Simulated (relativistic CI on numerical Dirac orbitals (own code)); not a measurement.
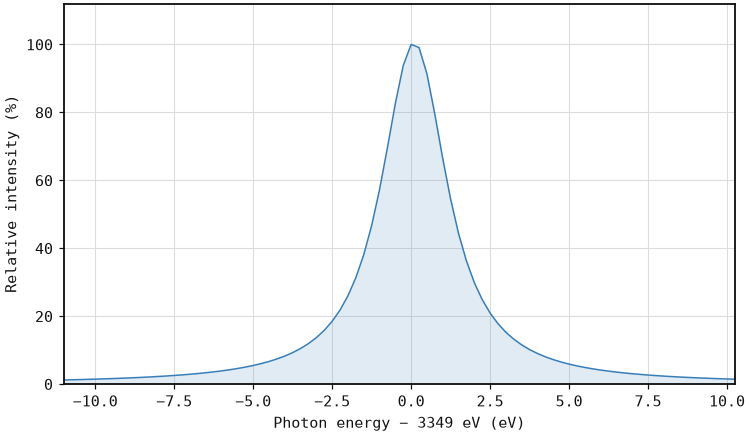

L₂,₃ X-ray absorption of Ag III (Ag²⁺), [Kr] 4d⁹, in a field of Td symmetry with 10Dq = −10,000 cm⁻¹. Multiplet model: relativistic Dirac–Coulomb–Breit theory, one configuration a step, Slater integrals scaled by 0.7, 300 K, Voigt broadening (Lorentzian 2.4 eV, Gaussian 0.5 eV full widths), computed with a radial Dirac CI code.

Q: What does the spectrum show?

A: The main maxima lie at 3349.1 eV (100), heights in % of the largest; the centroid is at 3349.1 eV. The ground state has S = 0.50.

Limits of the model: free-ion energies, so absolute edge positions are off by a few eV from solids.
